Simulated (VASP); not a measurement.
Given:

```yaml
crystal:
  lattice:
    - [2.77972, 0.00000, 0.00000]
    - [-1.38986, 2.40731, 0.00000]
    - [0.00000, 0.00000, 4.66545]
  atoms:
    - { symbol: Co, position: [0.00000, 0.00000, 0.00000] }
    - { symbol: Co, position: [0.00000, 0.00000, 0.50000] }
    - { symbol: C, position: [0.33333, 0.66667, 0.25000] }
    - { symbol: C, position: [0.66667, 0.33333, 0.75000] }
```

All values below come from PBEsol GGA, VASP's PBE PAW potentials (set 64) (plane waves; VASP 6.6.1). Numerical set-up: 520 eV cut-off, 14×14×8 Γ-centred mesh, tetrahedra with Blöchl corrections, potentials Co C.

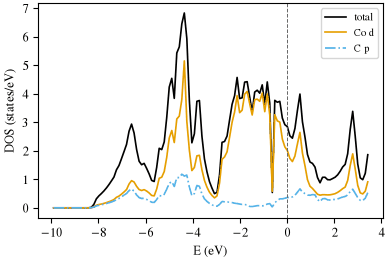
*Total and projected density of states, zero at the Fermi level*

Within 2 eV below the Fermi level the largest weight inside VASP's projection spheres is Co d.

It has no gap at this level: it comes out as a metal or semimetal.

The structure was generated: CoC was put into the NiAs type type (P6_3/mmc), which need not be its known phase. It was relaxed first, which changed the volume by -22 %. The run is not spin-polarised, so no magnetic state was tried.
